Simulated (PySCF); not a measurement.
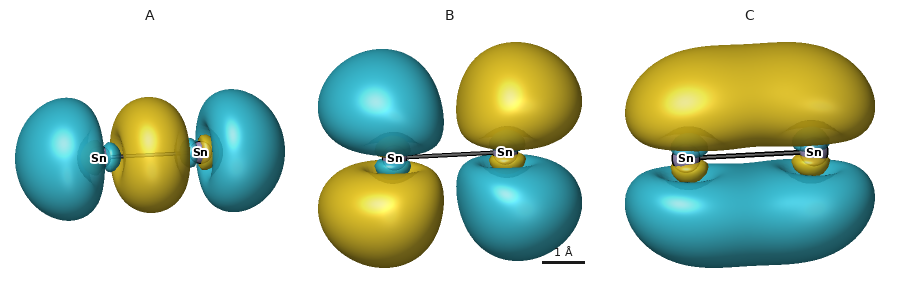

Sn2 (triplet). Three frontier α-spin orbitals, each drawn at the value that holds 80 % of its norm (yellow and cyan are the two phases), in no order; of a degenerate pair one member is drawn.

Core potentials replace the inner electrons of Sn.

These are results of PySCF, PBE0/cc-pVTZ(-PP), non-relativistic Hamiltonian with scalar-relativistic core potentials where named, at a bond length of 2.757 Å, not measurements.

Question: Label each orbital by symmetry, say whether it is occupied, and order them by energy.

Answer: Orbital C: πu, occupied in this spin, −5.62 eV; with no node between the nuclei, bonding.
Orbital A: σg, occupied in this spin, −5.43 eV; with no node between the nuclei.
Orbital B: πg, empty in this spin, −2.38 eV; antibonding, with a node between the atoms.
